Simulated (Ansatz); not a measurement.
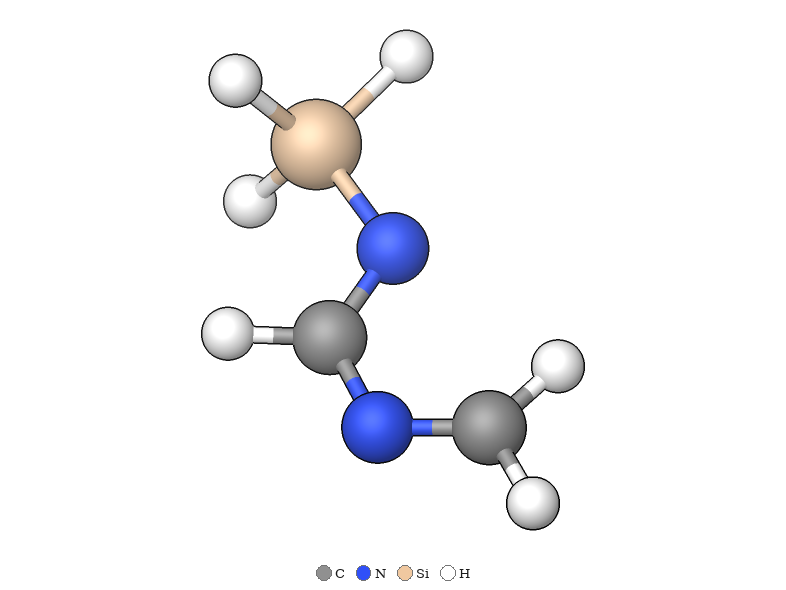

The structure as it stands in the input.

The calculation was set up as follows.

```yaml
crystal:
  periodic: [false, false, false]
  atoms:
    - {symbol: C, position_ang: [-1.479300, 1.624800, -0.790600]}
    - {symbol: N, position_ang: [-0.912400, 0.761100, -1.479400]}
    - {symbol: C, position_ang: [-0.113700, -0.094100, -0.819700]}
    - {symbol: N, position_ang: [0.157900, -0.002100, 0.463700]}
    - {symbol: Si, position_ang: [1.172500, -1.195200, 1.123100]}
    - {symbol: H, position_ang: [-1.444600, 1.827200, 0.287800]}
    - {symbol: H, position_ang: [-2.170100, 2.370600, -1.325300]}
    - {symbol: H, position_ang: [0.456100, -0.830300, -1.457000]}
    - {symbol: H, position_ang: [0.646100, -2.520500, 0.875100]}
    - {symbol: H, position_ang: [2.495300, -1.018600, 0.518100]}
    - {symbol: H, position_ang: [1.257500, -0.979900, 2.625000]}
basis:
  gaussian: {orbitals: def2-SVP}
hamiltonian: {xc: pbe, dispersion: d4}
relax: {f_tol: 0.03, max_steps: 200}
```

Command:

```sh
ansatz run in.yaml --threads 4 --pin off --events-out ev --progress --plain --max-ram 10444MiB
```

Output (its end):

```
mean field -13011.50078919 eV, -478.1638344907 hartree, gradient 2.9e-5 eV, S^2 0.000000; 1 other end points of the search recorded, 0 dependent functions left out
the calculation of the forces begins
reference -13011.50082595 eV, -478.1638358417 hartree; 23, 23 occupied and 81, 81 virtual orbitals, 1204 factors
Total energy: -13011.71880105 eV, -478.1718462788 hartree
Atom 0 at    -1.566002     1.778248    -0.887746 Å, force     0.013193     0.020974     0.009372 eV/Å
Atom 1 at    -0.831270     0.898459    -1.446975 Å, force    -0.001241    -0.017403    -0.016859 eV/Å
Atom 2 at    -0.237503    -0.130838    -0.720019 Å, force    -0.021357     0.008258    -0.015533 eV/Å
Atom 3 at     0.528130     0.071951     0.286712 Å, force     0.028154    -0.008461     0.015852 eV/Å
Atom 4 at     1.404626    -1.207194     1.118104 Å, force     0.008559    -0.002410     0.008736 eV/Å
Atom 5 at    -1.833447     1.741716     0.193294 Å, force    -0.010903    -0.004686     0.010331 eV/Å
Atom 6 at    -1.956284     2.623286    -1.487635 Å, force    -0.005387     0.007246    -0.006016 eV/Å
Atom 7 at    -0.452222    -1.132394    -1.174101 Å, force     0.000327    -0.013384    -0.006206 eV/Å
Atom 8 at     1.092524    -2.587820     0.577351 Å, force    -0.006719     0.002661     0.001946 eV/Å
Atom 9 at     2.882061    -0.961534     0.988075 Å, force    -0.006588     0.011998     0.001916 eV/Å
Atom 10 at     1.034686    -1.150879     2.573740 Å, force     0.001963    -0.004792    -0.003539 eV/Å
Dipole moment:    -0.346275     0.036983    -0.011467 e Å
```
